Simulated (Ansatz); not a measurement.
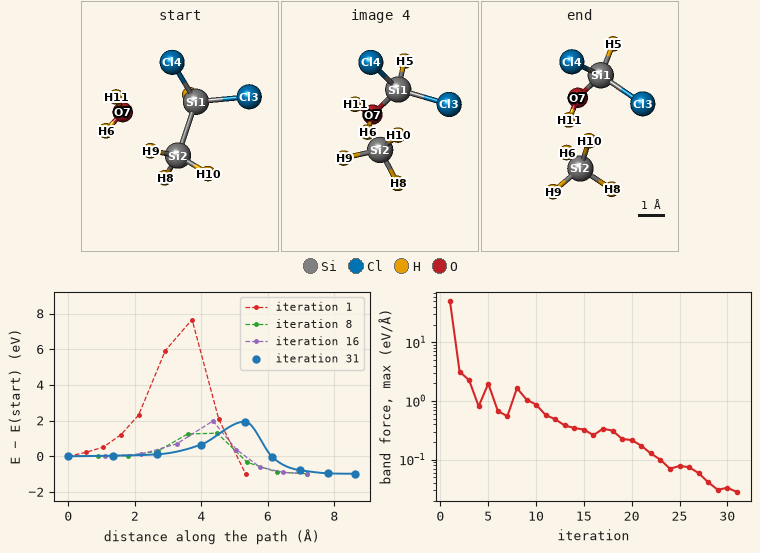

A search for the minimum-energy path of Si$_{2}$H$_{6}$OCl$_{2}$, made up of Si2H4Cl2 and H$_{2}$O by the nudged elastic band. Images are numbered from 0 (start) to 8 (end). The plot follows the band through its iterations. A ball-and-stick model, seen at a tilt.

Computed with Ansatz 0.2.0, RKS B3LYP-D4/def2-SVP. Run with 7 movable images; climbing image; force threshold 0.03 eV/Å; iteration limit 49; starting path through a guess of the saddle point.

Question: Judge this run.

Answer: The result is final at these settings. The band converged in 31 iterations. The largest component of the band force went from 50 to 0.028 eV/Å. The climbing image converged on the top of the path. Its vibrational analysis gives one imaginary mode (1126i cm⁻¹), as a transition state must have. The first iteration put the highest image at 7.66 eV. Forward barrier 1.94 eV, backward barrier 2.92 eV, with image 4 at the top; the reaction energy is −0.98 eV.

Limits of the set-up: the start holds two separate molecules, 2.7 Å apart at their closest, whose relative position is a soft coordinate.
